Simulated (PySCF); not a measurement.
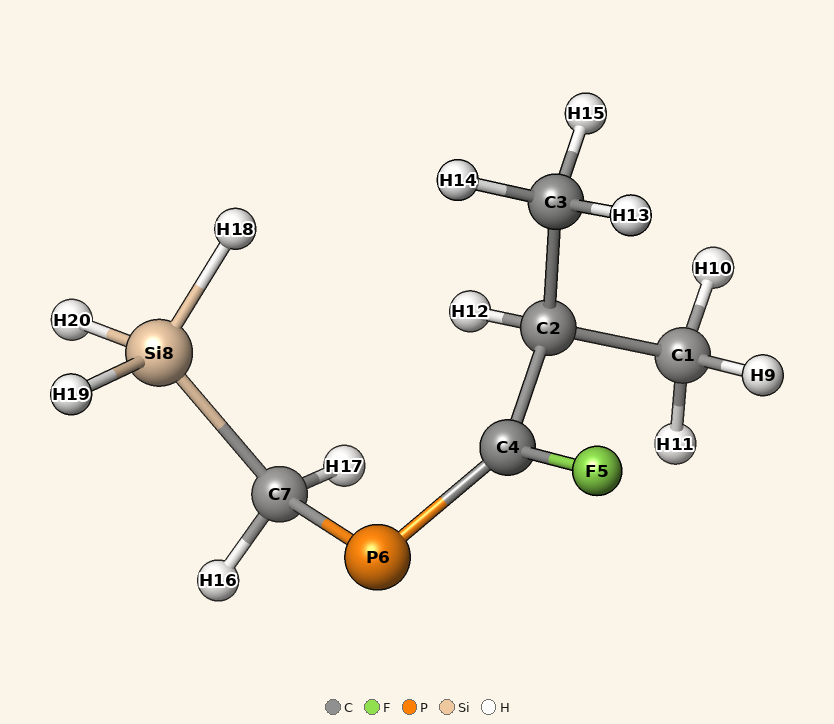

The geometry was computed by an optimisation with PBE0-D3(BJ)/def2-SVP. No frequency run is at hand to confirm it as a minimum. Method: TDDFT CAM-B3LYP/def2-SVPD, vertical, gas phase, core orbitals frozen in the response (PySCF 2.14.0), and the same with a continuum solvent (IEF-PCM, Bondi radii x 1.2, gas-phase geometry).

How do dipole (D), HOMO–LUMO gap (eV), lowest singlet (eV) change in benzene (ε = 2.3)?

```tsv
medium	dipole (D)	HOMO–LUMO gap (eV)	lowest singlet (eV)
gas phase	2.47	7.66	4.97
benzene	2.89	7.66	4.86
```
